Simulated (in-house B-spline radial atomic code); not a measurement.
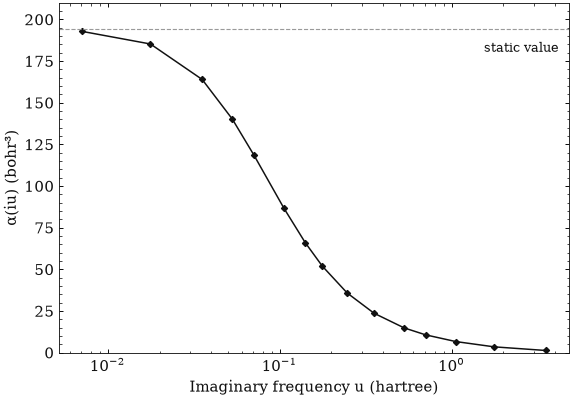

Dipole polarisability at imaginary frequency of a closed-shell atom or ion with the configuration [Xe] 4f¹⁴ 5d¹⁰ 6s². Relativistic RPA on Dirac–Hartree–Fock, no-pair Dirac–Coulomb, finite nucleus, computed with a B-spline radial code.

**Which species is it, and what does the curve give?**

Au⁻ (gold, Z = 79). The static dipole polarisability is 194 bohr³; α(iu) falls to half of it near u = 0.093 hartree. The Casimir–Polder integral gives C₆ = 2820 hartree bohr⁶ for two such species.

Caveat: RPA puts the weak triplet-like excitations of an outer s2 shell too low.
